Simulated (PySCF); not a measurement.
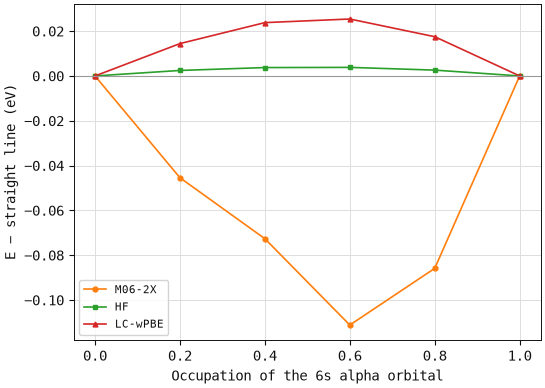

One 6s alpha orbital of neutral caesium ([Xe] 6s) is emptied in steps. The plot gives the energy less the straight line between the integer ends. PySCF, def2-TZVPPD with a 46-electron core potential, unrestricted single determinants, no spin-orbit coupling.

Describe the curvature of each method.

Answer. M06-2X: S-shaped, with the curvature changing sign, largest departure −0.11 eV, removal energy 3.833 eV; HF: nearly straight, largest departure 0.0038 eV, removal energy 3.491 eV; LC-wPBE: concave (localisation error), largest departure 0.025 eV, removal energy 3.716 eV. The measured removal energy is 3.894 eV. The exact energy is a straight line between whole electron numbers.
